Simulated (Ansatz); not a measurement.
# ZrS: how the settings move a relaxation

Question: which choices in the input matter for ZrS?

The COD entry's cell or inner coordinates are ideal or old and differ from later refinements, so a difference from it is no clean test against experiment.

Method: reference: DFT, PBEsol, PAW with Ansatz's default frozen-core files, scalar-relativistic; relaxation of cell and atoms, in Ansatz 0.2.0.

## Step 1: The starting structure

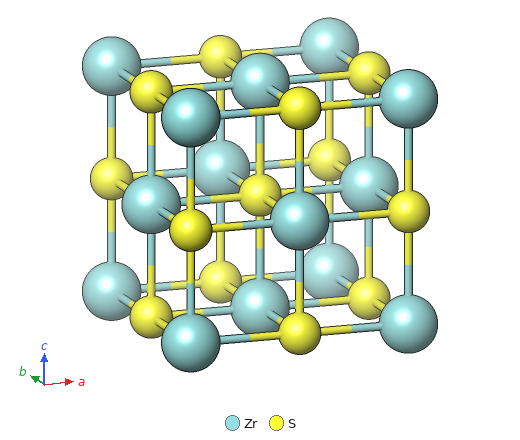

Start, viewed slightly off an axis; zirconium light teal, sulfur yellow. Atoms on the faces are drawn again on the opposite ones. The cell drawn here is the conventional one.

Coordinates:

```cif
data_structure
_symmetry_space_group_name_H-M 'Fm-3m'
_symmetry_Int_Tables_number 225
_cell_length_a 5.2500
_cell_length_b 5.2500
_cell_length_c 5.2500
_cell_angle_alpha 90.000
_cell_angle_beta 90.000
_cell_angle_gamma 90.000
_cell_volume 144.70
loop_
_atom_site_label
_atom_site_type_symbol
_atom_site_symmetry_multiplicity
_atom_site_Wyckoff_symbol
_atom_site_fract_x
_atom_site_fract_y
_atom_site_fract_z
_atom_site_occupancy
Zr1 Zr 4 a 0.00000 0.00000 0.00000 1
S1 S 4 b 0.50000 0.00000 0.00000 1
```

## Step 2: Reference

input.yaml

```yaml
crystal:
  lattice:
    - [0.0, 2.625, 2.625]
    - [2.625, 0.0, 2.625]
    - [2.625, 2.625, 0.0]
  atoms:
    - { symbol: Zr, position: [0.0, 0.0, 0.0] }
    - { symbol: S, position: [0.5, 0.5, 0.5] }
kpoints:
  mp_grid: { grid: [10, 10, 10] }
scf:
  occupations: { method: fermi_dirac, width: 0.08 }
hamiltonian:
  xc: pbesol
  pseudopotentials: { kind: paw }
relax:
  f_tol: 0.002
  max_steps: 80
  cell: {}
output:
  forces: true
  stress: true
```

Started as:

```
> ansatz run input.yaml --threads 1 --pin off --max-ram 3072MiB --backend cpu --events-out ev --progress --plain --runs-dir out
```

Excerpt of the output:

```text
[...]
Basis set: ecut = 420 eV, 725 PW (Γ), exchange–correlation on 50×50×50 points (8 copies of the dense FFT grid, shifted against one another)
[...]
k-points: 47 of 1000
[...]
SCF iter   1: F=—  HF=-5016.593236 eV  |F-HF|=—  |Δ(HF+E_count)|=         —  Δρ=3.96e-3  dr2=6.85e-3  ethr=1.77e-3  ⟨swp⟩=5.2  Hψ=7660  notcnv=0
[...]
preconditioner: auto → Kerker (q_TF=auto, 2.429 Å⁻¹)  [metal: Δε(μ)=0.028 eV  Ē_g=11.415 eV  σ=0.080 eV  W_gap=0.09  n_scr=14 (ndim 8)  ℏωp=19.5 eV  f_vac=0.000  D(μ)=1.25/eV (n_scr^D=14)]
SCF iter   2: F=—  HF=-5016.590117 eV  |F-HF|=—  |Δ(HF+E_count)|=   3.12e-3  Δρ=2.60e-3  dr2=2.91e-3  ethr=3.81e-5  ⟨swp⟩=1.4  Hψ=1233  notcnv=0  defer=1
[...]
relax step   1: F+E_penalty+E_count = -5016.58928933 eV  Δ(F+E_penalty+E_count) = +0.000e0 eV  max|allowed force component| = 3.155e-30 eV/Å  Δτ_max = 0.0000 Å  P = -6.404 GPa  Ω = 36.176 Å³  (6 SCF iters, dr2 threshold 1.00e-7 eV, accepted)
[...]
Basis set: ecut = 420 eV, 645 PW (Γ), exchange–correlation on 50×50×50 points (8 copies of the dense FFT grid, shifted against one another)
[...]
relax step   2: F+E_penalty+E_count = -5016.60937586 eV  Δ(F+E_penalty+E_count) = -2.009e-2 eV  max|allowed force component| = 1.512e-30 eV/Å  Δτ_max = 0.0000 Å  P = +4.943 GPa  Ω = 33.418 Å³  energy of the carried Pulay correction = +4.196e-4 eV  (5 SCF iters
[...]
relax step   3: F+E_penalty+E_count = -5016.62494200 eV  Δ(F+E_penalty+E_count) = -1.557e-2 eV  max|allowed force component| = 1.578e-30 eV/Å  Δτ_max = 0.0000 Å  P = -0.387 GPa  Ω = 34.566 Å³  energy of the carried Pulay correction = +2.410e-4 eV  (4 SCF iters
[...]
relax step   4: F+E_penalty+E_count = -5016.62506532 eV  Δ(F+E_penalty+E_count) = -1.233e-4 eV  max|allowed force component| = 6.179e-30 eV/Å  Δτ_max = 0.0000 Å  P = -0.008 GPa  Ω = 34.477 Å³  energy of the carried Pulay correction = +2.546e-4 eV  (3 SCF iters
[...]
SCF iter   4: F=—  HF=-5016.624827 eV  |F-HF|=—  |Δ(HF+E_count)|=  1.78e-10  Δρ=1.31e-6  dr2=2.24e-10  ethr=4.50e-12  ⟨swp⟩=1.0  Hψ=799  notcnv=0
SCF iter   5: F=-5016.624827 eV  HF=-5016.624827 eV  |F-HF|=9.09e-13  |Δ(HF+E_count)|=  9.09e-13  Δρ=4.34e-7  dr2=1.18e-11  ethr=1.00e-12  ⟨swp⟩=4.0  Hψ=3288  notcnv=0
[...]
relax step   5: F+E_penalty+E_count = -5016.62482747 eV  Δ(F+E_penalty+E_count) = +2.378e-4 eV  max|allowed force component| = 9.466e-30 eV/Å  Δτ_max = 0.0000 Å  P = -0.011 GPa  Ω = 34.477 Å³  stress off target by 1.07e-2 GPa  SCF on the basis re-selected at t
[...]
SCF converged after 5 iterations
Free energy (F): -5016.624827 eV
[...]
E sigma→0 (E₀):  -5016.612155 eV
[...]
Fermi energy:    15.305394 eV
[...]
  P = ⅓ Tr σ = -0.0107 GPa (-0.107 kbar)
--- Relaxed structure (4 steps of the walk, 4 accepted, 1 SCFs on fresh bases) ---
[...]
```

Run time: 6.1 s. Hardware: 1 thread of Arm Neoverse V2, shared host; peak memory 0.32 GiB.

## Step 3: Changing settings: hubbard.sites [{species: Zr, l: d, u_eff: 2.0}], hubbard.double_counting amf

Changes to input.yaml since step 2:

```diff
@@ -15,2 +15,3 @@
   pseudopotentials: { kind: paw }
+  hubbard: { sites: [{ species: Zr, l: d, u_eff: 2.0 }], double_counting: amf }
 relax:
@@ -22 +23,5 @@
   stress: true
+  write_density: true
+  write_potential: true
+  elf: true
+  volumetric_format: npy
```

Started as:

```
> ansatz run input.yaml --threads 1 --pin off --max-ram 3072MiB --backend cpu --events-out ev --progress --plain --runs-dir out
```

Standard output:

```text
Zr: projections on atomic orbitals take those of the free atom [Ar 3d10] 4s2 4p6 4d2 5s2, of charge +0.00 (hamiltonian.pseudopotentials.projection_atoms); the dataset's partial waves leave at most 4.4e-6 of an orbital's norm unspanned inside its sphere
S: projections on atomic orbitals take those of the free atom [Ne] 3s2 3p4, of charge +0.00 (hamiltonian.pseudopotentials.projection_atoms); the dataset's partial waves leave at most 1.6e-7 of an orbital's norm unspanned inside its sphere
Engine: ansatz 0.2.0
Pseudopotentials: kind: paw
Pseudopotential: Zr, paw, valence charge 12, recommended cutoff 420 eV (normal), Zr.paw.azcp
Pseudopotential: S, paw, valence charge 6, recommended cutoff 420 eV (normal), S.paw.azcp
Functional definition: PBEsol
  exchange = pbesol_x
  correlation = pbesol_c
Crystal: 2 atoms, lattice volume = 36.176 Å³
Basis set: ecut = 420 eV, 725 PW (Γ), exchange–correlation on 50×50×50 points (8 copies of the dense FFT grid, shifted against one another)
Bands: 13, of which v1, the nominal top of the filled ones, is band 9 counted from 1 (8 counted from 0)
Symmetry: 48 space group operations
Space group: Fm-3m (ITA 225), of the structure as read, at distance tolerance 3.3e-5 Å
k-points: 47 of 1000
Non-local potential: Zr, projectors of the file, l = 0: 3, l = 1: 2, l = 2: 2, l = 3: 2
Non-local potential: S, projectors of the file, l = 0: 2, l = 1: 2, l = 2: 2
PAW form: soft (Blöchl's): semilocal exchange-correlation on the pseudo side does not see the compensation charge
PAW frozen core: Zr, regenerated for the run's functional, and the local potential with it (the file was generated under x = pbe(κ = 0.804, μ = 0.2195149727645171), c = pbe(β = 0.06672455060314922))
PAW frozen core: S, regenerated for the run's functional, and the local potential with it (the file was generated under x = pbe(κ = 0.804, μ = 0.2195149727645171), c = pbe(β = 0.06672455060314922))
PAW one-centre angular grid: Zr, 590 points (default); XC on 64 Gauss nodes
PAW one-centre angular grid: S, 110 points (default); XC on 64 Gauss nodes
Initial density: superposition of atomic densities (chi_scale 0.1, normalization cell, long waves kept (reshape's long-wave potential 0.00 eV rms))
Initial wavefunctions: pseudopotential atomic-orbital guess
Functional: x = pbesol(κ = 0.804, μ = 0.12345679012345678), c = pbesol(β = 0.046)
iter 1 solved again at ethr=1.99e-3 eV; its pass at ethr=3.10e-3 eV (dr2=3.58e-1 eV) is discarded
SCF iter   1: F=—  HF=-5016.689417 eV  |F-HF|=—  |Δ(HF+E_count)|=         —  Δρ=2.88e-2  dr2=3.60e-1  ethr=1.99e-3  ⟨swp⟩=1.0  Hψ=8620  notcnv=0
automatic band count: the SCF goes on with 17 bands, as 13 were too few: the levels above may hold too much charge
preconditioner: auto → Kerker (q_TF=auto, 2.429 Å⁻¹)  [metal: Δε(μ)=0.052 eV  Ē_g=11.214 eV  σ=0.080 eV  W_gap=0.16  n_scr=14 (ndim 8)  ℏωp=19.5 eV  f_vac=0.000  D(μ)=1.38/eV (n_scr^D=14)]
SCF iter   2: F=—  HF=-5016.614946 eV  |F-HF|=—  |Δ(HF+E_count)|=   7.45e-2  Δρ=1.24e-2  dr2=4.69e-2  ethr=1.99e-3  ⟨swp⟩=2.1  Hψ=1157  notcnv=0
SCF iter   3: F=—  HF=-5016.610618 eV  |F-HF|=—  |Δ(HF+E_count)|=   4.33e-3  Δρ=2.77e-3  dr2=1.20e-3  ethr=2.61e-4  ⟨swp⟩=2.5  Hψ=1361  notcnv=0  defer=7
SCF iter   4: F=—  HF=-5016.611203 eV  |F-HF|=—  |Δ(HF+E_count)|=   5.85e-4  Δρ=5.14e-4  dr2=8.05e-5  ethr=6.65e-6  ⟨swp⟩=1.1  Hψ=886  notcnv=0  defer=7
SCF iter   5: F=—  HF=-5016.611207 eV  |F-HF|=—  |Δ(HF+E_count)|=   3.80e-6  Δρ=7.36e-5  dr2=1.79e-6  ethr=4.47e-7  ⟨swp⟩=2.0  Hψ=916  notcnv=0  defer=7
SCF iter   6: F=-5016.611207 eV  HF=-5016.611207 eV  |F-HF|=9.73e-9  |Δ(HF+E_count)|=   1.14e-7  Δρ=1.56e-5  dr2=8.09e-8  ethr=5.56e-10  ⟨swp⟩=7.8  Hψ=3873  notcnv=0
SCF 1 converged in 6 iterations: F = -5016.611207 eV  dr2 = 8.09e-8
relax step   1: F+E_penalty+E_count = -5016.61120706 eV  Δ(F+E_penalty+E_count) = +0.000e0 eV  max|allowed force component| = 2.761e-30 eV/Å  Δτ_max = 0.0000 Å  P = -6.121 GPa  Ω = 36.176 Å³  (6 SCF iters, dr2 threshold 1.00e-7 eV, accepted)
Crystal: 2 atoms, lattice volume = 33.537 Å³
Basis set: ecut = 420 eV, 645 PW (Γ), exchange–correlation on 50×50×50 points (8 copies of the dense FFT grid, shifted against one another)
Bands: 17, of which v1, the nominal top of the filled ones, is band 9 counted from 1 (8 counted from 0)
Initial density: handed on by an earlier stage of this run
Initial wavefunctions: those handed on with the density
iter 1 solved again at ethr=3.62e-6 eV; its pass at ethr=3.10e-3 eV (dr2=6.52e-4 eV) is discarded
SCF iter   1: F=—  HF=-5016.630152 eV  |F-HF|=—  |Δ(HF+E_count)|=         —  Δρ=1.57e-3  dr2=6.79e-4  ethr=3.62e-6  ⟨swp⟩=2.6  Hψ=5419  notcnv=0
preconditioner: auto → Kerker (q_TF=auto, 2.460 Å⁻¹)  [metal: Δε(μ)=0.019 eV  Ē_g=12.010 eV  σ=0.080 eV  W_gap=0.06  n_scr=14 (ndim 8)  ℏωp=20.3 eV  f_vac=0.000  D(μ)=1.19/eV (n_scr^D=14)]
SCF iter   2: F=—  HF=-5016.630188 eV  |F-HF|=—  |Δ(HF+E_count)|=   3.59e-5  Δρ=1.02e-3  dr2=3.11e-4  ethr=3.62e-6  ⟨swp⟩=1.0  Hψ=799  notcnv=0
SCF iter   3: F=—  HF=-5016.630203 eV  |F-HF|=—  |Δ(HF+E_count)|=   1.44e-5  Δρ=2.33e-4  dr2=2.00e-5  ethr=1.73e-6  ⟨swp⟩=1.3  Hψ=818  notcnv=0
SCF iter   4: F=—  HF=-5016.630200 eV  |F-HF|=—  |Δ(HF+E_count)|=   2.53e-6  Δρ=6.89e-5  dr2=1.77e-6  ethr=1.11e-7  ⟨swp⟩=1.0  Hψ=799  notcnv=0
SCF iter   5: F=-5016.630200 eV  HF=-5016.630200 eV  |F-HF|=1.23e-8  |Δ(HF+E_count)|=   1.77e-7  Δρ=1.17e-5  dr2=1.89e-8  ethr=1.11e-9  ⟨swp⟩=6.2  Hψ=4030  notcnv=0
SCF 2 converged in 5 iterations: F = -5016.630200 eV  dr2 = 1.89e-8
relax step   2: F+E_penalty+E_count = -5016.63019995 eV  Δ(F+E_penalty+E_count) = -1.899e-2 eV  max|allowed force component| = 2.005e-30 eV/Å  Δτ_max = 0.0000 Å  P = +4.609 GPa  Ω = 33.537 Å³  energy of the carried Pulay correction = +4.008e-4 eV  (5 SCF iters, dr2 threshold 2.00e-7 eV, accepted)
Crystal: 2 atoms, lattice volume = 34.621 Å³
iter 1 solved again at ethr=9.91e-7 eV; its pass at ethr=3.10e-3 eV (dr2=1.78e-4 eV) is discarded
SCF iter   1: F=—  HF=-5016.643976 eV  |F-HF|=—  |Δ(HF+E_count)|=         —  Δρ=6.90e-4  dr2=1.46e-4  ethr=9.91e-7  ⟨swp⟩=2.0  Hψ=4838  notcnv=0
preconditioner: auto → Kerker (q_TF=auto, 2.447 Å⁻¹)  [metal: Δε(μ)=0.020 eV  Ē_g=11.764 eV  σ=0.080 eV  W_gap=0.06  n_scr=14 (ndim 8)  ℏωp=20.0 eV  f_vac=0.000  D(μ)=1.21/eV (n_scr^D=14)]
SCF iter   2: F=—  HF=-5016.643976 eV  |F-HF|=—  |Δ(HF+E_count)|=   1.80e-7  Δρ=4.45e-4  dr2=6.37e-5  ethr=8.10e-7  ⟨swp⟩=1.0  Hψ=799  notcnv=0
SCF iter   3: F=—  HF=-5016.643977 eV  |F-HF|=—  |Δ(HF+E_count)|=   8.24e-7  Δρ=1.05e-4  dr2=4.22e-6  ethr=3.54e-7  ⟨swp⟩=1.3  Hψ=826  notcnv=0
SCF iter   4: F=—  HF=-5016.643976 eV  |F-HF|=—  |Δ(HF+E_count)|=   6.23e-7  Δρ=3.19e-5  dr2=3.97e-7  ethr=2.34e-8  ⟨swp⟩=1.0  Hψ=804  notcnv=0
SCF iter   5: F=-5016.643976 eV  HF=-5016.643976 eV  |F-HF|=2.77e-9  |Δ(HF+E_count)|=   2.81e-8  Δρ=5.28e-6  dr2=4.00e-9  ethr=1.11e-9  ⟨swp⟩=7.5  Hψ=3527  notcnv=0
SCF 3 converged in 5 iterations: F = -5016.643976 eV  dr2 = 4.00e-9
relax step   3: F+E_penalty+E_count = -5016.64397596 eV  Δ(F+E_penalty+E_count) = -1.378e-2 eV  max|allowed force component| = 5.391e-30 eV/Å  Δτ_max = 0.0000 Å  P = -0.349 GPa  Ω = 34.621 Å³  energy of the carried Pulay correction = +2.324e-4 eV  (5 SCF iters, dr2 threshold 2.00e-7 eV, accepted)
Crystal: 2 atoms, lattice volume = 34.540 Å³
iter 1 solved again at ethr=5.18e-9 eV; its pass at ethr=3.10e-3 eV (dr2=9.32e-7 eV) is discarded
SCF iter   1: F=—  HF=-5016.644079 eV  |F-HF|=—  |Δ(HF+E_count)|=         —  Δρ=5.07e-5  dr2=6.98e-7  ethr=5.18e-9  ⟨swp⟩=2.0  Hψ=4327  notcnv=0
preconditioner: auto → Kerker (q_TF=auto, 2.447 Å⁻¹)  [metal: Δε(μ)=0.020 eV  Ē_g=11.783 eV  σ=0.080 eV  W_gap=0.06  n_scr=14 (ndim 8)  ℏωp=20.0 eV  f_vac=0.000  D(μ)=1.21/eV (n_scr^D=14)]
SCF iter   2: F=—  HF=-5016.644079 eV  |F-HF|=—  |Δ(HF+E_count)|=   4.45e-8  Δρ=3.29e-5  dr2=3.15e-7  ethr=3.88e-9  ⟨swp⟩=1.0  Hψ=799  notcnv=0
SCF iter   3: F=-5016.644079 eV  HF=-5016.644079 eV  |F-HF|=4.64e-9  |Δ(HF+E_count)|=   2.06e-8  Δρ=7.34e-6  dr2=2.03e-8  ethr=1.11e-9  ⟨swp⟩=7.1  Hψ=3478  notcnv=0
SCF 4 converged in 3 iterations: F = -5016.644079 eV  dr2 = 2.03e-8
relax step   4: F+E_penalty+E_count = -5016.64407884 eV  Δ(F+E_penalty+E_count) = -1.029e-4 eV  max|allowed force component| = 9.203e-31 eV/Å  Δτ_max = 0.0000 Å  P = -0.007 GPa  Ω = 34.540 Å³  energy of the carried Pulay correction = +2.448e-4 eV  (3 SCF iters, dr2 threshold 2.00e-7 eV, accepted)
Initial wavefunctions: pseudopotential atomic-orbital guess (no wavefunctions were taken with the density)
iter 1 solved again at ethr=9.02e-7 eV; its pass at ethr=3.10e-3 eV (dr2=1.62e-4 eV) is discarded
SCF iter   1: F=—  HF=-5016.643851 eV  |F-HF|=—  |Δ(HF+E_count)|=         —  Δρ=3.73e-5  dr2=6.83e-8  ethr=9.02e-7  ⟨swp⟩=2.1  Hψ=5835  notcnv=0
eigensolver tolerance schedule: the retry pair's looser diagonalisation over-reported the residual by 2376.61 of it (diagonalisation noise at 2.25 of the residual, at the tolerance the schedule requests for it); recorded, not acted on — ethr = c·dr2/N_el stays at c = 1.0e-1
SCF iter   2: F=—  HF=-5016.643849 eV  |F-HF|=—  |Δ(HF+E_count)|=   1.70e-6  Δρ=2.15e-5  dr2=2.63e-8  ethr=3.80e-10  ⟨swp⟩=2.3  Hψ=1269  notcnv=0
SCF iter   3: F=—  HF=-5016.643849 eV  |F-HF|=—  |Δ(HF+E_count)|=   2.92e-8  Δρ=3.32e-6  dr2=9.58e-10  ethr=1.46e-10  ⟨swp⟩=2.0  Hψ=1237  notcnv=0
SCF iter   4: F=—  HF=-5016.643849 eV  |F-HF|=—  |Δ(HF+E_count)|=  2.16e-10  Δρ=1.25e-6  dr2=2.56e-10  ethr=5.32e-12  ⟨swp⟩=1.0  Hψ=799  notcnv=0
SCF iter   5: F=-5016.643849 eV  HF=-5016.643849 eV  |F-HF|=1.82e-12  |Δ(HF+E_count)|=    0.00e0  Δρ=2.50e-7  dr2=4.62e-12  ethr=1.00e-12  ⟨swp⟩=4.0  Hψ=3304  notcnv=0
SCF 5 converged in 5 iterations: F = -5016.643849 eV  dr2 = 4.62e-12
relax step   5: F+E_penalty+E_count = -5016.64384923 eV  Δ(F+E_penalty+E_count) = +2.296e-4 eV  max|allowed force component| = 2.301e-30 eV/Å  Δτ_max = 0.0000 Å  P = -0.010 GPa  Ω = 34.540 Å³  stress off target by 9.55e-3 GPa  SCF on the basis re-selected at this cell (its energy is not comparable with the rows above)  (5 SCF iters)
basis re-selected at this cell: Δ(F+E_penalty+E_count) = +2.296e-4 eV, ΔP = -0.002 GPa vs the last step (what re-selecting the basis moved, of the pressure what is left beyond the Pulay correction that the steps carried, after the strain that the cell walked since its last selection, with what the two solves' SCF thresholds leave and, on support functions, any second-order correction that the steps lacked; it is no measure of the basis error at this ecutwfc). This SCF's stress stands 9.55e-3 GPa from its target on what of the cell is left free (relax.cell.stress_tol is 5.00e-2 GPa) and its largest allowed force component is 2.30e-30 eV/Å (relax.f_tol is 2.00e-3 eV/Å): within both
SCF converged after 5 iterations
Free energy (F): -5016.643849 eV
Harris-Foulkes:  -5016.643849 eV  (|F-HF|=1.82e-12)
Internal energy: -5016.618660 eV  (E = F + TS)
E sigma→0 (E₀):  -5016.631254 eV
Entropy (-TS):   -0.025190 eV (-12.595 meV/atom)
Fermi energy:    15.249712 eV
--- Per-component energies (eV) ---
  E_band       = -60.976481
  E_kinetic    = 446.309781
  E_local      = -673.048427  (includes V_loc(G=0)·N_el)
  E_nonlocal   = 109.515514
  E_hartree    = 212.356386
  E_xc         = -259.628046
  E_vxc        = -281.847489  (∫ρ·V_xc dr)
  E_hubbard    = -0.023348  (on-site DFT+U / exact-exchange correction)
  E_vhub       = -0.046697  (the Hubbard potential's part of the band-sum identity)
  E_paw        = -3484.415677  (= ΣΔE_a)
  E_vpaw       = -86.571948  (= ΣTr[D̂ρ^β])
  E_aug_tail   = 0.000027  (compensation charges beyond the density's cutoff)
  E_ewald      = -1367.912540
  E_core_change = 0.227670  (= ΣΔE_core)
  E_smearing   = -0.025190  (= −TS)
  E_closure    = -0.000000  (closes the sum)
  Σ components = -5016.643849   (vs F -5016.643849, Δ=0.00e0)
DFT+U double counting: amf (around mean field; hamiltonian.hubbard.double_counting)
--- Forces (eV/Å), atoms counted from 1 ---
  atom   1  Zr    -0.00000000     0.00000000    -0.00000000
  atom   2  S      0.00000000    -0.00000000     0.00000000
  max |Σ_I F_I| component: 3.29e-30 eV/Å
--- Stress (GPa, compression-positive) ---
       -0.009552      -0.000000      -0.000000
       -0.000000      -0.009552       0.000000
       -0.000000       0.000000      -0.009552
  P = ⅓ Tr σ = -0.0096 GPa (-0.096 kbar)
--- Band table (eV; the first three rows and the last of 47) ---
  k-point 0: bands = ["-34.5679", "-12.5612", "-12.5612", "-12.5612", "-0.7829", "11.7365", "11.7365", "11.7365", "13.6899", "13.6899", "13.6899", "14.5941", "14.5941", "17.4337", "22.3842", "27.7977", "27.7977"]
  k-point 1: bands = ["-34.5647", "-12.6038", "-12.5647", "-12.5647", "-0.6425", "10.9630", "11.2298", "11.2298", "13.9281", "13.9281", "13.9947", "15.2758", "15.2758", "18.0115", "22.8283", "26.9816", "27.2836"]
  k-point 2: bands = ["-34.5565", "-12.7128", "-12.5738", "-12.5738", "-0.2576", "9.5868", "10.4007", "10.4007", "14.4181", "14.4916", "14.4916", "16.7467", "16.7467", "19.2447", "23.5363", "25.8308", "25.8308"]
  k-point 46: bands = ["-34.5239", "-12.8220", "-12.7608", "-12.7098", "0.4545", "9.0804", "9.1428", "9.4160", "14.3006", "16.0727", "17.0635", "17.7028", "17.9595", "22.0857", "23.2717", "24.2271", "25.3124"]
Occupation matrices written to <dir>
--- Relaxed structure (4 steps of the walk, 4 accepted, 1 SCFs on fresh bases) ---
  F+E_penalty+E_count = -5016.64384923 eV   max|allowed force component| = 2.301e-30 eV/Å   (the final SCF, on the basis selected at the relaxed cell)
  cell:  # Å, volume = 34.5403 Å³
    - [-2.453139192599642e-34, 2.5848298018564924, 2.5848298018564924]
    - [2.5848298018564924, 2.513856312214832e-34, 2.5848298018564924]
    - [2.5848298018564924, 2.5848298018564924, -3.949905002426084e-34]
  atoms:
    - { symbol: Zr, position: [-1.3756642459907087e-35, 2.751328491981591e-35, 2.4456253262057186e-35] }
    - { symbol: S, position: [0.5, 0.5, 0.5] }
```

It took 9.7 s on 1 thread of Arm Neoverse V2, shared host; peak memory 0.33 GiB.

Changing the Hubbard U moves the energy by -9.5 meV/atom, and the final volume goes from 34.48 to 34.54 Å³. The U term adds an energy of its own, so the shift says nothing about which run is better.

## Step 4: Comparison

```tsv
run	ending	energy change	pressure (GPa)	gap (eV)	force (eV/Å)	cycles	time
reference	converged	0	0.0	0.00	0.00	23	6.1 s
1: hubbard.sites [{species: Zr, l: d, u_eff: 2.0}], hubbard.double_counting amf	converged	-9.5 meV/atom (U changed: no physical gain or loss)	0.0	0.00	0.00	24	9.7 s
```

Times don't compare one to one where runs were asked for different outputs or read a saved state (see the inputs); cycles may leave out searches for a lower state.

What this shows: Changing the Hubbard U moves the energy by -9.5 meV/atom, and the final volume goes from 34.48 to 34.54 Å³. The U term adds an energy of its own, so the shift says nothing about which run is better. A changed U is a change of model: its shifts are not errors of convergence.
